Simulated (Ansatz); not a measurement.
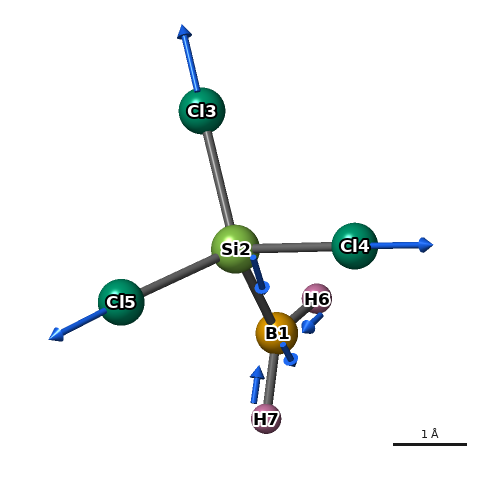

Arrows show the forces on the atoms, 4 Å of arrow for 1 eV/Å; forces under a tenth of the largest aren't drawn. Level of theory: B3LYP-D4/def2-TZVPP (Ansatz 0.2.0).

List the force components in the frame of the picture (x right, y up, z towards the viewer), in eV/Å.

```
atom     Fx     Fy     Fz
  B1   0.04  −0.08  −0.10
 Si2   0.04  −0.13  −0.19
 Cl3  −0.05   0.23  −0.08
 Cl4   0.21   0.00   0.15
 Cl5  −0.20  −0.10   0.12
  H6  −0.06  −0.06   0.10
  H7   0.02   0.13  −0.02
```
